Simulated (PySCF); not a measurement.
# C₄H₇NSi: electronic excitations

What electronic excitations should C₄H₇NSi (`CC#C/C=N/[SiH3]`) show?

Programs: PySCF 2.14.0, with density-fitted response routines of our own. Each step states its level of theory. These are calculated values for one molecule in the gas phase, unless marked as measured. Atoms are numbered from 0 throughout.

## 1. The molecule as given

13 atoms, charge 0, multiplicity 1; geometry from: GFN2-xTB.

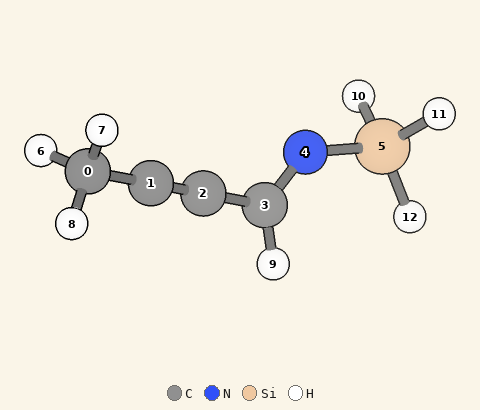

The starting geometry (carbon grey, nitrogen blue, silicon light orange, hydrogen white), atoms numbered.

## 2. Ultraviolet spectrum: PBE0/def2-SVPD

The job: settings as JSON, then the geometry in Å.

```
{"job": {"kind": "uv", "xc": "PBE0", "basis": "def2-SVPD", "nstates": 8, "ntriplets": 3}, "charge": 0, "multiplicity": 1}
C     -3.301572     0.543578    -0.444774
C     -1.924244     0.120242    -0.403763
C     -0.774350    -0.239603    -0.376553
C      0.574949    -0.654920    -0.346556
N      1.503260     0.123702    -0.006559
Si     3.201578    -0.041926     0.140687
H     -3.480204     1.113182    -1.356741
H     -3.520426     1.178902     0.413065
H     -3.964830    -0.320906    -0.433059
H      0.730060    -1.703419    -0.645126
H      3.727851     0.966768    -0.776059
H      3.453101     0.272582     1.544657
H      3.770439    -1.357695    -0.188195
```

Method: TDDFT PBE0/def2-SVPD, vertical, gas phase, core orbitals frozen in the response.

Run with:

```
> OMP_NUM_THREADS=1 python probes_run.py task.json out
```

The driver reads the jobs from task.json and runs them one after another.

Output:

```text
coarse grid: 11376 points
cycle   1  E = -500.0708966398  dE =  6.771e-01  |g| = 4.528e-01  |ddm| = 8.244e+00
cycle   2  E = -499.9929259311  dE =  7.797e-02  |g| = 7.384e-01  |ddm| = 3.288e+00
cycle   3  E = -500.1173327925  dE = -1.244e-01  |g| = 1.344e-01  |ddm| = 2.004e+00
cycle   4  E = -500.1218321058  dE = -4.499e-03  |g| = 3.938e-02  |ddm| = 3.023e-01
cycle   5  E = -500.1221348744  dE = -3.028e-04  |g| = 2.450e-02  |ddm| = 9.489e-02
cycle   6  E = -500.1222816212  dE = -1.467e-04  |g| = 3.790e-03  |ddm| = 3.325e-02
cycle   7  E = -500.1222850905  dE = -3.469e-06  |g| = 9.938e-04  |ddm| = 1.515e-02
final grid: 105360 points
cycle   8  E = -500.1858940298  dE = -1.842e-05  |g| = 4.694e-03  |ddm| = 1.182e-01
cycle   9  E = -500.1858930939  dE =  9.359e-07  |g| = 5.214e-03  |ddm| = 2.550e-02
cycle  10  E = -500.1858996915  dE = -6.598e-06  |g| = 1.187e-03  |ddm| = 1.208e-02
cycle  11  E = -500.1859000331  dE = -3.416e-07  |g| = 1.821e-04  |ddm| = 2.419e-03
cycle  12  E = -500.1859000399  dE = -6.810e-09  |g| = 8.350e-05  |ddm| = 3.854e-04
cycle  13  E = -500.1859000413  dE = -1.365e-09  |g| = 3.807e-05  |ddm| = 1.476e-04
cycle  14  E = -500.1859000416  dE = -3.574e-10  |g| = 7.913e-06  |ddm| = 8.413e-05
converged SCF energy = -500.1859000416

Static polarisability (au): isotropic 90.646, principal 59.302 68.171 144.463

Singlet excitations
state   eV       nm        f      main configurations
  1   3.7115    334.1   0.00008   H->L 0.99
  2   4.6925    264.2   0.00020   H-2->L 0.99
  3   5.4025    229.5   0.42150   H-1->L 0.88
  4   6.1370    202.0   0.06460   H->L+1 0.95
  5   6.6121    187.5   0.00014   H-1->L+1 0.74, H-1->L+4 0.15
  6   6.9537    178.3   0.00237   H->L+2 0.71, H->L+3 0.21
  7   7.0176    176.7   0.00374   H-4->L 0.97
  8   7.1148    174.3   0.16817   H-3->L 0.75, H->L+3 0.08

Triplet excitations (Tamm-Dancoff, eV): 3.1366 3.5912 4.3997
```

It took 22 s on 1 thread of Arm Neoverse V2, shared host; peak memory 0.71 GiB.

The orbitals next to the gap, with their largest atomic shares:

```tsv
orbital	eV	atoms
HOMO−3	-9.55	Si5 27 %, H10 17 %, H11 17 %
HOMO−2	-7.90	C2 39 %, C1 38 %, C0 8 %
HOMO−1	-7.61	C1 28 %, C2 27 %, N4 18 %
HOMO	-7.09	N4 60 %, C3 13 %, Si5 10 %
LUMO	-1.50	C3 28 %, N4 27 %, C1 16 %
LUMO+1	0.36	Si5 30 %, C3 13 %, H12 10 %
LUMO+2	0.70	C0 34 %, C1 18 %, H8 13 %
```

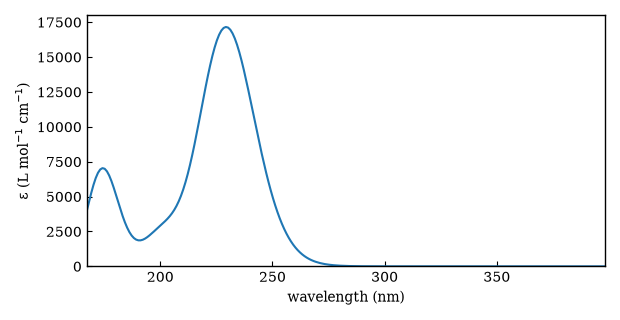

Absorption spectrum: each of the 8 states is a Gaussian band of 0.4 eV half-width at 1/e. Beyond the last state computed it falls off for lack of states.

Ground-state properties from the same run:

```tsv
property	computed
dipole moment (D)	2.30
polarisability (Å³)	13.43
HOMO–LUMO gap (eV)	5.59
−ε(HOMO) (eV)	7.09
```

## 3. Summary of results

```
                                quantity                        value
         lowest singlet (PBE0/def2-SVPD)  3.71 eV (334 nm), f = 0.000
brightest single state of those computed  state 3, 5.40 eV, f = 0.421
                          lowest triplet                      3.14 eV
```

**Reading.** The lowest singlet, at 3.71 eV, is HOMO→LUMO 0.99 and is dark; of the 8 states computed, the strongest absorption comes from state 3 at 5.40 eV. The lowest triplet lies 0.57 eV below the lowest singlet (triplets in Tamm-Dancoff, singlets in full TDDFT).
